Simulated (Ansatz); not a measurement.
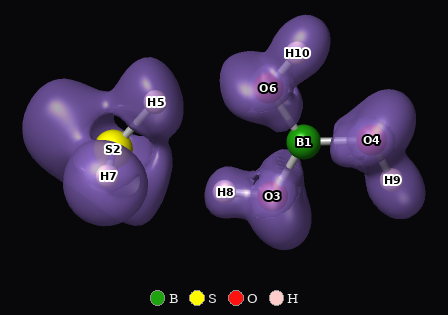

Figure. BH₃O₃···H₂S. Isosurface of the electron localisation function at 0.75 (purple), seen at a tilt. Core shells and regions of very low density are left out.

The product side of a reaction path; geometry: PBE0-D4/def2-TZVP.

Computed with RKS PBE0-D4/def2-TZVPP (Ansatz 0.2.0).

```xyz
10

B    -0.0136   -1.0250   -0.3275
S    -0.0333    2.4123    1.3929
O     0.8061   -0.7656    0.7238
O     0.0120   -2.2451   -0.9442
H    -0.7445    1.9055    0.3686
O    -0.8844   -0.0696   -0.7968
H     0.9125    2.8956    0.5727
H     0.6974    0.1265    1.0858
H     0.6490   -2.8376   -0.5390
H    -1.4013   -0.3969   -1.5365
```

> What do the ELF domains correspond to?

At this value the surface marks out three joined regions spread over several atoms (H, O), in which their bonds and any lone pairs are merged and one joined region spread over several atoms (H, S), in which their bonds and any lone pairs are merged. Profiles from the grid: S2···H8 (2.42 Å): the ELF dips to about 0.10 between them (by its geometry a hydrogen bond between the two molecules, with no shared pair). B–O (1.36 Å): the ELF peaks at about 0.90 between the atoms (a polar covalent bond).
